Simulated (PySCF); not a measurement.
Al$_{3}$Cl$_{3}$H$_{3}$N$_{3}$ ((ClAlNH)3 ring)

```yaml
atoms:
  - { symbol: Al, position_ang: [-0.0911, -1.2741, -1.2819] }
  - { symbol: Cl, position_ang: [-0.1739, -2.7452, -2.7755] }
  - { symbol: N, position_ang: [1.4580, -0.8271, -0.5257] }
  - { symbol: Al, position_ang: [1.6130, 0.4257, 0.7295] }
  - { symbol: Cl, position_ang: [3.4771, 0.9291, 1.5607] }
  - { symbol: N, position_ang: [0.1040, 1.2264, 1.2373] }
  - { symbol: Al, position_ang: [-1.4991, 0.8343, 0.5651] }
  - { symbol: Cl, position_ang: [-3.2450, 1.7823, 1.2481] }
  - { symbol: N, position_ang: [-1.5414, -0.4133, -0.7063] }
  - { symbol: H, position_ang: [2.2953, -1.3131, -0.8382] }
  - { symbol: H, position_ang: [0.1587, 1.9412, 1.9591] }
  - { symbol: H, position_ang: [-2.4400, -0.6491, -1.1213] }
```

Geometry: PBE0-D3(BJ)/def2-SVP.

These are results of PBE0/pcSseg-1 Al:pcSseg-2, SCF density, gas phase, non-relativistic in PySCF 2.14.0, not measurements.

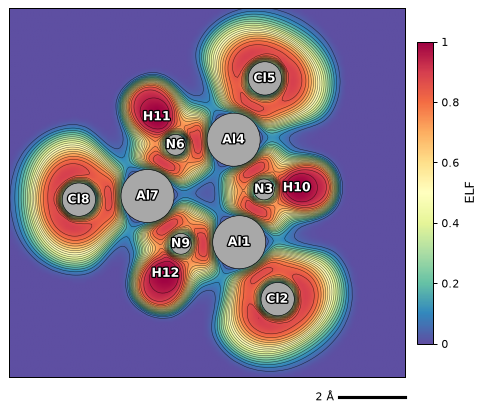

Figure 1. Electron localisation function on the molecular plane. Grey discs cover the atomic cores.

Q: What do the fields say about this system?

A: The section cuts through Al, Cl, N and H sites. Al–N (1.78 Å): the ELF peaks at about 0.90 in the valence shell of N, 0.7 Å from its nucleus, and is about 0.65 at the midpoint. Al–Cl (2.10 Å): the ELF peaks at about 0.85 in the valence shell of Cl, 0.9 Å from its nucleus, and is about 0.85 at the midpoint. N–H (1.02 Å): the ELF climbs to about 1 towards the hydrogen, as it does in any bond to H (an ordinary covalent bond to hydrogen). The ELF also peaks beside Cl2, Cl8 and Cl5, away from the bonds: lone-pair regions.

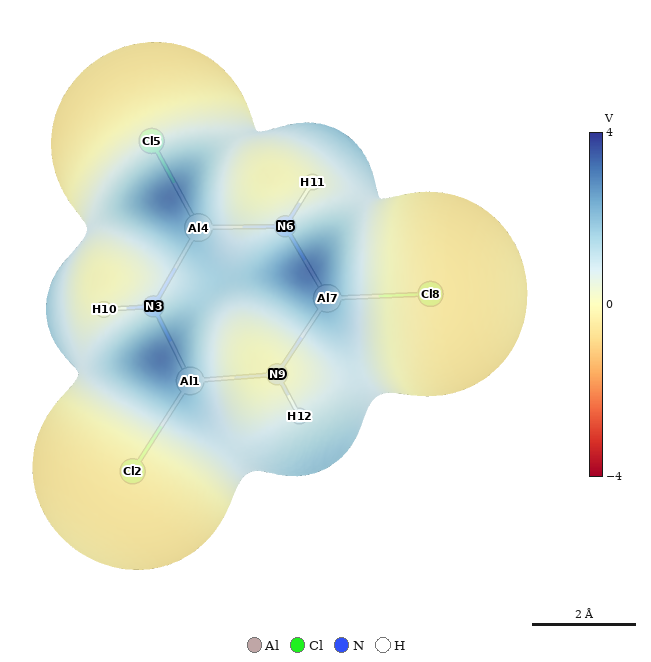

Figure 2. The electrostatic potential painted on the density surface at 0.002 e/bohr³, seen at a tilt; red is negative and blue positive.

Q: Where is the surface potential most negative and most positive?

A: The most negative region (about −0.5 V) lies over Cl2, Cl5 and Cl8, the most positive (about +3.2 V) over Al1, Al4 and Al7.
